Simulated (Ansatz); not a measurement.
SiC: pressure series

The reference is SiC in the wurtzite structure (space group P6_3mc, No. 186; a = 3.092 Å, c = 5.074 Å).

Cell and atoms are relaxed at each pressure.

Level of theory: plane-wave PAW DFT at the PBE level (Ansatz, a quantum-chemistry and plane-wave program, 420 eV), no spin-orbit coupling, earlier PAW set.

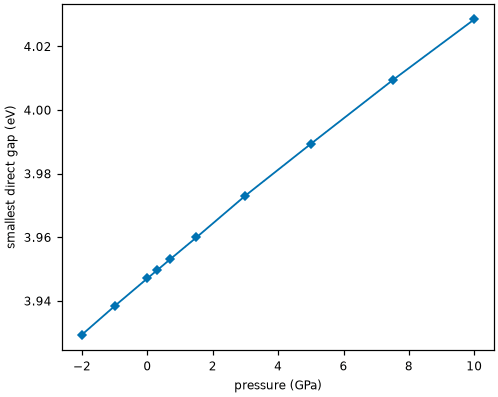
Smallest direct gap against pressure

| pressure (GPa) | smallest direct gap |
|---|---|
| -2 | 3.93 eV |
| -1 | 3.94 eV |
| 0.3 | 3.95 eV |
| 0.7 | 3.95 eV |
| 1.5 | 3.96 eV |
| 3 | 3.97 eV |
| 5 | 3.99 eV |
| 7.5 | 4.01 eV |
| 10 | 4.03 eV |

Load acts through the strain it causes; cell and atoms are relaxed under it. Whether these cells are dynamically stable was not tested. No other phases were tried under pressure.
